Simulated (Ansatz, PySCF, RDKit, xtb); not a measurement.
**SnSiNH4Cl: from the formula to a structure**

Only the formula SnSiNH4Cl is given. Aim: find the structure of lowest free energy at 298.15 K, then its properties.

Plan: many cheap relaxations first (GFN2-xTB), then density-functional screening, relaxation at r2SCAN-D4/def2-SVP, vibrations and a final energy. The numbers are computed, not measured.

6 further runs of the same task are left out: 6 set aside as unsound or not needed.

## (1) Candidates

All bonding patterns within simple valence rules are listed by program: one Lewis structure each, at most two rings and one unusual centre or charged pair. O–O, O–halogen and N–halogen bonds and N–N–N chains are not drawn. That gives 55 candidates.

c003 [Cl][Sn-]1[NH2+][SiH2]1; c040 Cl[SiH2][NH][SnH] (triplet); c056 N=[SiH][SnH2][Cl]; c095 [SiH2]=[NH+][SnH-][Cl]; c100 [NH3+]/[Sn-]=[SiH]/Cl; c115 [NH2][Sn@H]([SiH])[Cl] (triplet); c136 [NH2][SnH2][Si]Cl (triplet); c154 Cl/[SiH]=[N]\[SnH3]; c164 [SiH3][NH][Sn][Cl]; c174 [NH2][Sn][SiH2]Cl; c221 [Cl][Sn@@H]1[NH][SiH2]1; c238 [NH]=[Sn]([SiH3])[Cl]; c261 Cl[Si][NH][SnH3] (triplet); c279 N=[Si@H-](Cl)[SnH2+]; c300 [NH2][Sn@H]([SiH])[Cl]; c303 [NH2][Sn](=[SiH2])[Cl]; c309 N[Si][SnH2][Cl] (triplet); c325 [SiH][NH][SnH2][Cl]; c352 Cl/[SiH]=[NH+]\[SnH2-]; c363 [NH2]/[SnH]=[SiH]/Cl; c392 [Cl][Sn@@H]1[NH2+][SiH-]1; c415 [NH3+][Si-](Cl)#[SnH]; c439 N[Si](Cl)=[SnH2]; c510 [NH]=[SnH][SiH2]Cl; c514 Cl[SiH2][NH][SnH]; c521 N[Si@H](Cl)[SnH]; c533 N[Si@H](Cl)[SnH] (triplet); c540 [NH2]/[SnH]=[SiH]\Cl; c558 [NH3+]/[Sn-]=[SiH]\Cl; c568 [NH]=[Sn@H-]([SiH2+])[Cl]; c589 Cl/[SiH]=[N]/[SnH3]; c606 N=[Si](Cl)[SnH3]; c609 [NH3+]/[Si-]=[SnH]/[Cl]; c637 N[Si][SnH2][Cl]; c644 Cl[Si@@H]1[NH2+][SnH-]1; c668 Cl[Si][NH][SnH3]; c709 [SiH2]=[N][SnH2][Cl]; c740 N/[SiH]=[SnH]\[Cl]; c741 N/[SiH]=[SnH]/[Cl]; c742 [NH2][Sn][SiH2]Cl (triplet); and 15 more.

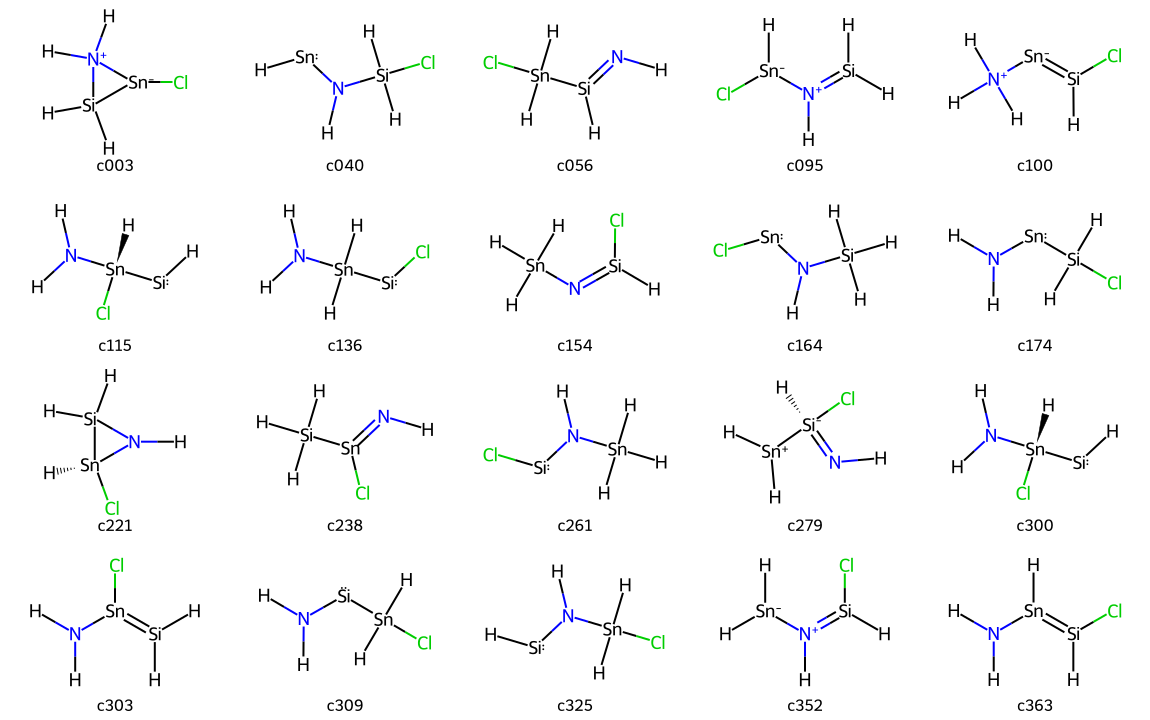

Structural formulas of the candidates (the first 20).

Candidates are built by distance geometry, with a force field where one applies, in up to four conformers (letters a to d). 14 starts with atoms placed at random are added, to find patterns that the rules miss.

## (2) Cheap relaxation of all starts

All 96 starts are relaxed the same way. One of them, c510b (enumerated, embedded by distance geometry and UFF), in full:

The input, start.xyz:

```xyz
8
c510b
Cl     0.173330    -2.246652     0.851179
N     -1.384346     2.018499     0.941857
Si    -0.996062    -1.419728    -0.664908
Sn    -0.860353     1.087774    -0.542685
H     -1.363787     2.990570     0.944041
H     -0.250335     1.927043    -1.984052
H     -2.418550    -1.830416    -0.448073
H     -0.479267    -1.939561    -1.957729
```

Launch:

```
$ xtb start.xyz --gfn 2 --opt
```

What it wrote, shortened:

```text
* xtb version 6.7.1
[...]
          :  # basis functions                  38          :
[...]
          :  # electrons                        24          :
[...]
          :  Hamiltonian                  GFN2-xTB          :
[...]
          :  net charge                          0          :
          :  unpaired electrons                  0          :
[...]
   *** convergence criteria satisfied after 21 iterations ***
[...]
   *** GEOMETRY OPTIMIZATION CONVERGED AFTER 68 ITERATIONS ***
[...]
   *** convergence criteria satisfied after 3 iterations ***
[...]
         ::                     SUMMARY                     ::
         :::::::::::::::::::::::::::::::::::::::::::::::::::::
         :: total energy             -13.329850935002 Eh    ::
         :: gradient norm              0.000212043606 Eh/a0 ::
         :: HOMO-LUMO gap              2.920444155793 eV    ::
         ::.................................................::
         :: SCC energy               -13.391941043131 Eh    ::
         :: -> isotropic ES            0.029784747120 Eh    ::
         :: -> anisotropic ES          0.005125431728 Eh    ::
         :: -> anisotropic XC          0.001900532861 Eh    ::
         :: -> dispersion             -0.005856828374 Eh    ::
         :: repulsion energy           0.062090108129 Eh    ::
         :: add. restraining           0.000000000000 Eh    ::
         :: total charge              -0.000000000000 e     ::
         :::::::::::::::::::::::::::::::::::::::::::::::::::::
[...]
        12        2.0000           -0.3679357             -10.0120 (HOMO)
        13                         -0.2606113              -7.0916 (LUMO)
[...]
          | TOTAL ENERGY              -13.329850935002 Eh   |
          | GRADIENT NORM               0.000212043606 Eh/α |
          | HOMO-LUMO GAP               2.920444155793 eV   |
           -------------------------------------------------
[...]
```

It took 0.34 s on 1 thread of Arm Neoverse V1, shared host.

## (3) Distinct minima at GFN2-xTB

96 of the 96 relaxations converged; 26 ended on a minimum already found. 70 distinct structures remain, the lowest 22 here:

```
label             start                  SMILES after     spin  energy (kcal/mol)           note
c095b             drawn            [SiH3][NH][Sn][Cl]  singlet                0.0  bonds changed
c095a             drawn       [NH]1[SiH2][Cl][SnH]1 ‡  singlet                9.2  bonds changed
c514a             drawn             Cl[SiH2][NH][SnH]  singlet               15.7               
c514b             drawn             Cl[SiH2][NH][SnH]  singlet               15.7               
 c096  random and drawn         [NH2][SiH][SnH][Cl] ‡  singlet               16.8               
c741a             drawn         [NH2][SiH][SnH][Cl] ‡  singlet               18.2               
c392a  drawn and random         [NH2][SiH][SnH][Cl] ‡  singlet               18.6  bonds changed
 c728  random and drawn       [Cl][Sn]1[NH2][SiH2]1 ‡  singlet               19.1               
c956b             drawn               N[SiH2][Sn][Cl]  singlet               20.6               
c956a             drawn               N[SiH2][Sn][Cl]  singlet               22.7               
c439a  drawn and random       [NH2][Si]([Cl])[SnH2] ‡  singlet               26.4               
c363a             drawn       [Cl][SiH]1[NH2][SnH]1 ‡  singlet               28.3  bonds changed
c521a             drawn              N[Si@H](Cl)[SnH]  singlet               31.4               
 c210  random and drawn       [NH2][Sn]1[SiH2][Cl]1 ‡  singlet               33.2               
c174b             drawn             [NH2][Sn][SiH2]Cl  singlet               33.9               
c352a             drawn         [Cl][SiH][NH][SnH2] ‡  singlet               35.4               
c279a             drawn         [NH][SiH][Cl][SnH2] ‡  singlet               35.7  bonds changed
c637b             drawn       [NH2][Si]([Cl])[SnH2] ‡  singlet               36.7  bonds changed
c637a             drawn       [NH2][Si]([Cl])[SnH2] ‡  singlet               36.7  bonds changed
c870a             drawn        [NH][SiH][Cl].[SnH2] ‡  singlet               38.1  loosely bound
 c110            random    [H][H].[NH][Si][SnH][Cl] ‡  singlet               39.3     fell apart
 c257            random  [Cl][Sn]1[NH][SiH]1.[H][H] ‡  singlet               41.4     fell apart
```

‡ marks the bonded skeleton alone, with all bonds drawn single: no Lewis structure was assigned that passes a check against the bond lengths.

GFN2-xTB has no spin polarisation, so it can't rank spin states and is rough for open shells.

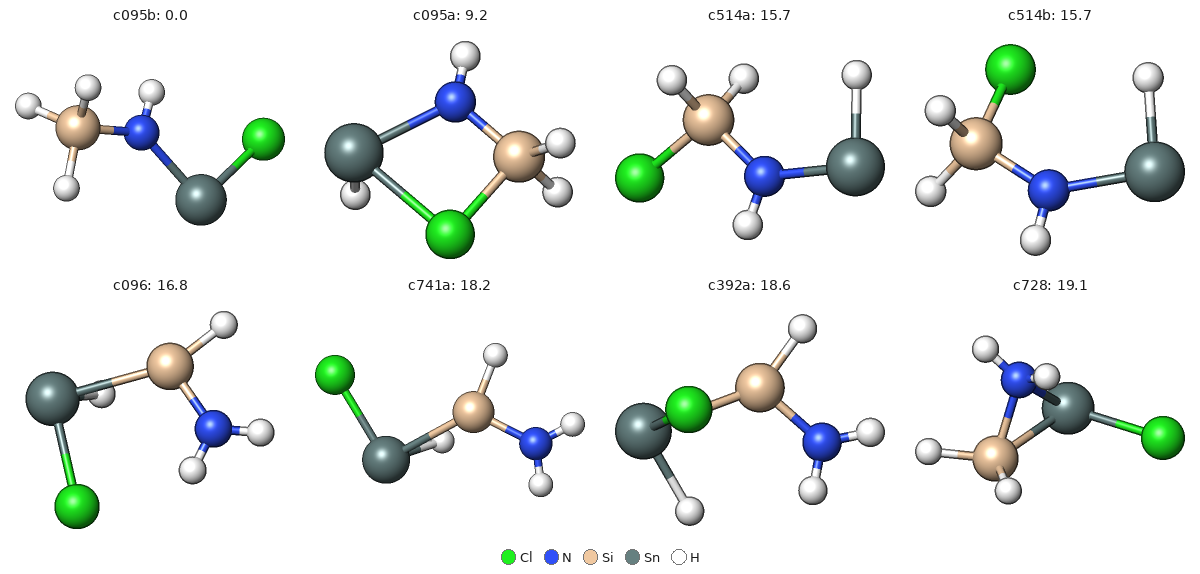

The 8 lowest minima that did not fall apart, with their GFN2-xTB energies in kcal/mol.

## (4) Single points on the low minima

A choice of the minima (the low ones first, few conformers of a pattern, up to a cap) and the lowest that fell apart get a single point at r2SCAN-D4/def2-SVP on the tight-binding geometry, and one at HF/STO-3G for comparison. The lowest singlets are also tried as triplets at the same geometry (label ending in t). Within 40 kcal/mol but not screened, among others: c279a, c637b, c637a, c870a. The first, c095b:

The input, input.yaml:

```yaml
crystal:
  periodic: [false, false, false]
  atoms:
    - {symbol: Cl, position_ang: [1.196970, 0.191152, 2.683363]}
    - {symbol: "N", position_ang: [-0.746333, 0.068791, 0.000453]}
    - {symbol: Si, position_ang: [-1.779680, -0.023203, -1.392902]}
    - {symbol: Sn, position_ang: [1.136277, 0.876603, 0.421405]}
    - {symbol: H, position_ang: [-1.976919, -1.423202, -1.783644]}
    - {symbol: H, position_ang: [-3.075601, 0.597105, -1.099761]}
    - {symbol: H, position_ang: [-1.182376, -0.398339, 0.787938]}
    - {symbol: H, position_ang: [-1.079107, 0.714266, -2.450458]}
basis:
  gaussian:
    orbitals: def2-SVP
hamiltonian:
  xc: {name: r2SCAN}
  dispersion: d4
scf:
  lower_state_search: off
output: {orbitals: {seedname: orbitals}}
```

Launch:

```
$ ansatz run input.yaml --threads 1 --pin off --max-ram 2610MiB --events-out events.jsonl --progress --plain --runs-dir runs
```

What it wrote, shortened:

```text
Warning: RAYON_NUM_THREADS=1 ignored (pool sized by the plan → 1); use --threads N
Functional definition: r2SCAN
  name "r2SCAN"
[...]
1086 factors; their error is unknown
[...]
mean field -27781.39270771 eV, -1020.9473511040 hartree, gradient 5.4e-6 eV, S^2 0.000000; 0 other end points of the search recorded, 0 dependent functions left out
reference -27781.39271828 eV, -1020.9473514926 hartree; 32, 32 occupied and 64, 64 virtual orbitals, 1086 factors
Total energy: -27781.44427438 eV, -1020.9492461443 hartree
Checks for a lower state left out: stability, starts, cluster_reference, orbital_swaps, neighbouring_geometries, increment
```

Wall time 4.2 s (1 thread of Arm Neoverse V1, shared host).

Relative energies in kcal/mol, each column from its lowest structure that stays in one piece:

```
 label                      SMILES     spin  GFN2-xTB  HF/STO-3G  r2SCAN-D4/def2-SVP
 c095b          [SiH3][NH][Sn][Cl]  singlet       0.0        0.0                 0.0
  c728     [Cl][Sn]1[NH2][SiH2]1 ‡  singlet      19.1       14.7                 9.7
 c514a           Cl[SiH2][NH][SnH]  singlet      15.7       27.1                13.3
 c514b           Cl[SiH2][NH][SnH]  singlet      15.7       30.7                15.3
 c956b             N[SiH2][Sn][Cl]  singlet      20.6       19.8                16.8
 c956a             N[SiH2][Sn][Cl]  singlet      22.7       21.8                16.8
 c363a     [Cl][SiH]1[NH2][SnH]1 ‡  singlet      28.3       29.5                16.9
 c174b           [NH2][Sn][SiH2]Cl  singlet      33.9       23.3                23.4
 c095a     [NH]1[SiH2][Cl][SnH]1 ‡  singlet       9.2       41.6                23.8
 c521a            N[Si@H](Cl)[SnH]  singlet      31.4       41.6                26.2
  c096       [NH2][SiH][SnH][Cl] ‡  singlet      16.8       52.6                28.1
  c210     [NH2][Sn]1[SiH2][Cl]1 ‡  singlet      33.2       34.7                28.3
 c439a     [NH2][Si]([Cl])[SnH2] ‡  singlet      26.4       65.5                30.6
 c741a       [NH2][SiH][SnH][Cl] ‡  singlet      18.2       55.4                32.1
 c392a       [NH2][SiH][SnH][Cl] ‡  singlet      18.6       52.3                32.2
 c352a       [Cl][SiH][NH][SnH2] ‡  singlet      35.4      125.4                57.2
c514at           Cl[SiH2][NH][SnH]  triplet         –          –                65.6
c095bt          [SiH3][NH][Sn][Cl]  triplet         –          –                70.9
 c728t     [Cl][Sn]1[NH2][SiH2]1 ‡  triplet         –          –                79.7
  c110  [H][H].[NH][Si][SnH][Cl] ‡  singlet      39.3      150.0                80.0
```

‡ marks the bonded skeleton alone, with all bonds drawn single: no Lewis structure was assigned that passes a check against the bond lengths.

Measured from c095b, GFN2-xTB misplaces c352a by 22 kcal/mol against r2SCAN-D4/def2-SVP, so minima dropped on its energies alone could hide the lowest isomer.

## (5) A second chance for lost patterns

Some ordinary bonding patterns rearranged or fell apart under GFN2-xTB. Their starts are relaxed at r2SCAN-D4/def2-SVP instead (label ending in r). The first, c221ar:

The input, input.yaml:

```yaml
crystal:
  periodic: [false, false, false]
  atoms:
    - {symbol: Cl, position_ang: [-2.572702, 0.521157, 0.635343]}
    - {symbol: N, position_ang: [0.394315, 2.302813, -0.528269]}
    - {symbol: Si, position_ang: [1.132417, 0.801323, -1.093090]}
    - {symbol: Sn, position_ang: [-0.285976, 0.958705, 0.972059]}
    - {symbol: H, position_ang: [0.235320, 1.596917, 2.471321]}
    - {symbol: H, position_ang: [1.105772, 2.874381, -0.082695]}
    - {symbol: H, position_ang: [0.494134, 0.230036, -2.293845]}
    - {symbol: H, position_ang: [2.630936, 0.837323, -0.884914]}
basis:
  gaussian:
    orbitals: def2-SVP
hamiltonian:
  xc: r2scan
  dispersion: d4
relax:
  f_tol: 0.01
scf:
  lower_state_search: "off"
output: {orbitals: {seedname: orbitals}}
```

Launch:

```
$ ansatz run input.yaml --threads 1 --pin off --max-ram 2610MiB --events-out events.jsonl --progress --plain --runs-dir runs
```

What it wrote, shortened:

```text
Warning: RAYON_NUM_THREADS=1 ignored (pool sized by the plan → 1); use --threads N
[...]
[... 2 set-up lines as earlier in the session ...]
[...]
1086 factors; their error is unknown
[...]
mean field -27779.00267307 eV, -1020.8595189509 hartree, gradient 5.9e-6 eV, S^2 0.000000; 0 other end points of the search recorded, 0 dependent functions left out
[...]
reference -27779.00268385 eV, -1020.8595193473 hartree; 32, 32 occupied and 64, 64 virtual orbitals, 1086 factors
[...]
Atom 4 at     0.020709     1.321490     2.642030 Å, force    -0.003409     0.001974     0.000731 eV/Å
Atom 5 at     0.602744     3.245811    -0.538057 Å, force     0.000486    -0.000935    -0.001906 eV/Å
Atom 6 at     0.648327     0.314636    -2.311003 Å, force    -0.000011     0.000353    -0.000147 eV/Å
Atom 7 at     2.706309     0.532100    -1.030067 Å, force    -0.000840     0.000878    -0.000535 eV/Å
Dipole moment:     0.579248     0.068303    -0.066959 e Å
Checks for a lower state left out: stability, starts, cluster_reference, orbital_swaps, neighbouring_geometries, increment
```

Run time: 82 s. Hardware: 1 thread of Arm Neoverse V1, shared host.

Energies at r2SCAN-D4/def2-SVP after that relaxation, from the lowest structure of the screen (which was not relaxed at this level):

```
 label                   SMILES     spin  energy (kcal/mol)
c221ar  [Cl][Sn@@H]1[NH][SiH2]1  singlet               43.1
c870ar    Cl[Si@@H]1[NH][SnH2]1  singlet               41.2
```

## (6) Relaxing the best candidates

6 candidates are relaxed at r2SCAN-D4/def2-SVP (chosen among the lowest in one piece). The first, c095b:

The input, input.yaml:

```yaml
crystal:
  periodic: [false, false, false]
  atoms:
    - {symbol: Cl, position_ang: [1.196970, 0.191152, 2.683363]}
    - {symbol: "N", position_ang: [-0.746333, 0.068791, 0.000453]}
    - {symbol: Si, position_ang: [-1.779680, -0.023203, -1.392902]}
    - {symbol: Sn, position_ang: [1.136277, 0.876603, 0.421405]}
    - {symbol: H, position_ang: [-1.976919, -1.423202, -1.783644]}
    - {symbol: H, position_ang: [-3.075601, 0.597105, -1.099761]}
    - {symbol: H, position_ang: [-1.182376, -0.398339, 0.787938]}
    - {symbol: H, position_ang: [-1.079107, 0.714266, -2.450458]}
basis:
  gaussian:
    orbitals: def2-SVP
hamiltonian:
  xc: {name: r2SCAN}
  dispersion: d4
scf:
  lower_state_search: "off"
relax:
  f_tol: 0.003
```

Launch:

```
$ ansatz run input.yaml --threads 1 --pin off --max-ram 2610MiB --events-out events.jsonl --progress --plain --runs-dir runs
```

What it wrote, shortened:

```text
Warning: RAYON_NUM_THREADS=1 ignored (pool sized by the plan → 1); use --threads N
[...]
[... 2 set-up lines as earlier in the session ...]
[...]
1086 factors; their error is unknown
[...]
mean field -27781.39270761 eV, -1020.9473511003 hartree, gradient 3.9e-6 eV, S^2 0.000000; 0 other end points of the search recorded, 0 dependent functions left out
[...]
reference -27781.39271818 eV, -1020.9473514888 hartree; 32, 32 occupied and 64, 64 virtual orbitals, 1086 factors
[...]
Atom 4 at    -2.012888    -1.415621    -1.851277 Å, force     0.000234     0.000123     0.000085 eV/Å
Atom 5 at    -3.092032     0.633073    -1.172115 Å, force    -0.000052    -0.000021    -0.000258 eV/Å
Atom 6 at    -1.129618    -0.446450     0.916477 Å, force    -0.000391    -0.000265     0.000051 eV/Å
Atom 7 at    -1.000331     0.723816    -2.409068 Å, force     0.000123    -0.000166     0.000373 eV/Å
Dipole moment:    -0.019371     0.114065    -0.374981 e Å
Checks for a lower state left out: stability, starts, cluster_reference, orbital_swaps, neighbouring_geometries, increment
```

Wall time 52 s (1 thread of Arm Neoverse V1, shared host).

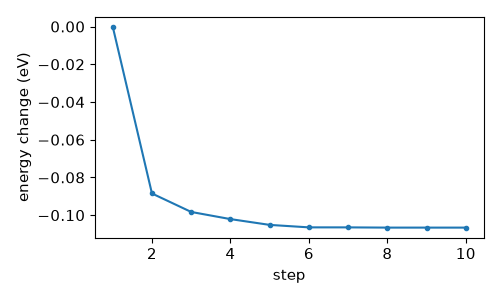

Energy along the run, all evaluated steps.

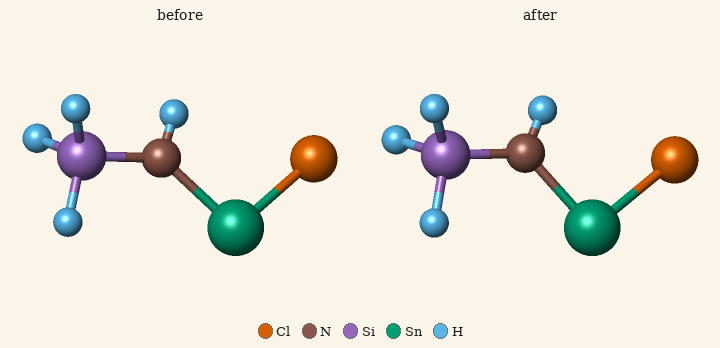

Before and after, at one scale.

After the run. Bond lengths: N2–Si3 1.742 Å, Cl1–Sn4 2.413 Å, N2–Sn4 2.056 Å, Si3–H5 1.497 Å, Si3–H6 1.497 Å, N2–H7 1.023 Å, Si3–H8 1.496 Å. Angles: Si3–N2–Sn4 128.1°, Cl1–Sn4–N2 92.7°, N2–Si3–H5 112.9°, N2–Si3–H6 112.8°, N2–Si3–H8 106.2°, Si3–N2–H7 118.1°, Sn4–N2–H7 113.8°, H5–Si3–H6 107.5°, H5–Si3–H8 108.7°, H6–Si3–H8 108.7°.

## (7) After refinement

```
label     spin  r2SCAN-D4/def2-SVP (kcal/mol)  r2SCAN-D4/def2-SVP, relaxed (kcal/mol)     time
c095b  singlet                            0.0                                     0.0     52 s
 c728  singlet                            9.7                                     7.5     53 s
c514b  singlet                           15.3                                    12.2     90 s
c514a  singlet                           13.3                                    13.1     80 s
c956a  singlet                           16.8                                    14.5  4.2 min
c956b  singlet                           16.8                                    16.5     68 s
```

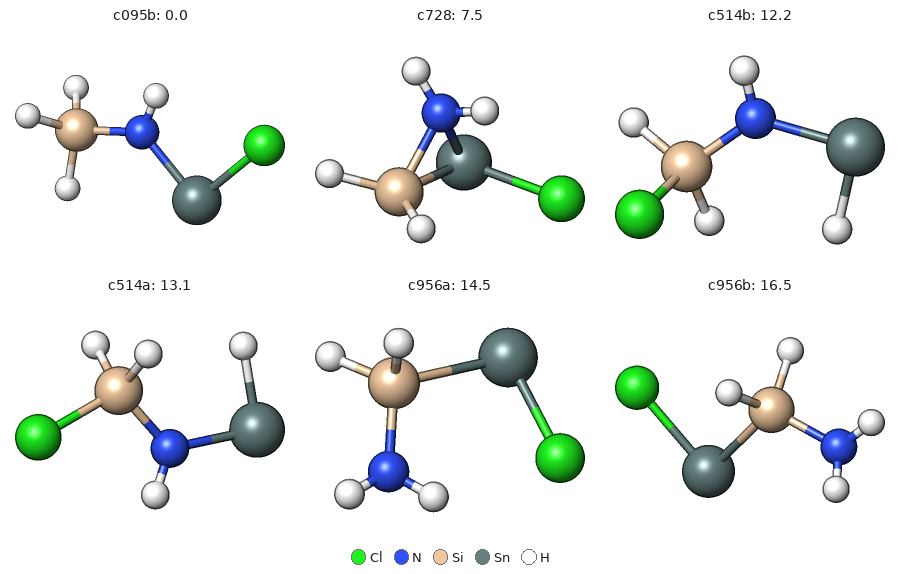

The relaxed structures, with energies at r2SCAN-D4/def2-SVP in kcal/mol.

## (8) Harmonic analysis of the finalists

The lowest few in one piece go on as finalists (c514a, c956a, c956b drop out). Harmonic vibrations at r2SCAN-D4/def2-SVP test each finalist and give the zero-point energy and the thermal terms. The first, c095b:

The input, input.yaml:

```yaml
crystal:
  periodic: [false, false, false]
  atoms:
    - {symbol: Cl, position_ang: [1.202852, 0.211910, 2.636952]}
    - {symbol: "N", position_ang: [-0.776175, 0.018107, 0.076492]}
    - {symbol: Si, position_ang: [-1.760875, -0.024448, -1.360435]}
    - {symbol: Sn, position_ang: [1.062296, 0.902787, 0.329368]}
    - {symbol: H, position_ang: [-2.012888, -1.415621, -1.851277]}
    - {symbol: H, position_ang: [-3.092032, 0.633073, -1.172115]}
    - {symbol: H, position_ang: [-1.129618, -0.446450, 0.916477]}
    - {symbol: H, position_ang: [-1.000331, 0.723816, -2.409068]}
basis:
  gaussian: {orbitals: def2-SVP}
hamiltonian: {xc: r2scan, dispersion: d4}
scf: {lower_state_search: "off"}
phonons: {}
```

Launch:

```
$ ansatz run input.yaml --threads 1 --pin off --max-ram 2610MiB --events-out events.jsonl --progress --plain --runs-dir runs
```

What it wrote, shortened:

```text
Warning: RAYON_NUM_THREADS=1 ignored (pool sized by the plan → 1); use --threads N
[... 2 set-up lines as earlier in the session ...]
[...]
1086 factors; their error is unknown
[...]
mean field -27781.49890541 eV, -1020.9512537977 hartree, gradient 3.9e-6 eV, S^2 0.000000; 0 other end points of the search recorded, 0 dependent functions left out
[...]
reference -27781.49891593 eV, -1020.9512541840 hartree; 32, 32 occupied and 64, 64 virtual orbitals, 1086 factors
[...]
Atom 6 at    -1.129618    -0.446450     0.916477 Å, force    -0.000380    -0.000249     0.000008 eV/Å
Atom 7 at    -1.000331     0.723816    -2.409068 Å, force     0.000108    -0.000166     0.000348 eV/Å
Dipole moment:    -0.019372     0.114065    -0.374983 e Å
Vibrations: 83.96 86.65 130.28 170.78 341.88 477.99 540.58 707.21 731.84 866.82 930.63 949.94 982.45 1067.50 2198.55 2205.97 2211.83 3538.57 cm⁻¹, zero-point energy 1.129709 eV
Checks for a lower state left out: stability, starts, cluster_reference, orbital_swaps, neighbouring_geometries, increment
```

Wall time 3.4 min (1 thread of Arm Neoverse V1, shared host).

## (9) Thermal terms of the finalists

At 298.15 K and 1 atm, ideal gas, rigid rotor and harmonic oscillator:

```
label                   SMILES     spin  point group  lowest mode (cm⁻¹)  zero-point (kcal/mol)  G − E (kcal/mol)
c095b       [SiH3][NH][Sn][Cl]  singlet           Cs                  84                   26.1               5.0
 c728  [Cl][Sn]1[NH2][SiH2]1 ‡  singlet           C1                  91                   27.8               7.0
c514b        Cl[SiH2][NH][SnH]  singlet           C1                  25                   25.6               4.0
```

Chiral structures get −RT ln 2 for their mirror image.

‡ marks the bonded skeleton alone, with all bonds drawn single: no Lewis structure was assigned that passes a check against the bond lengths.

[end of part 1 of 2]
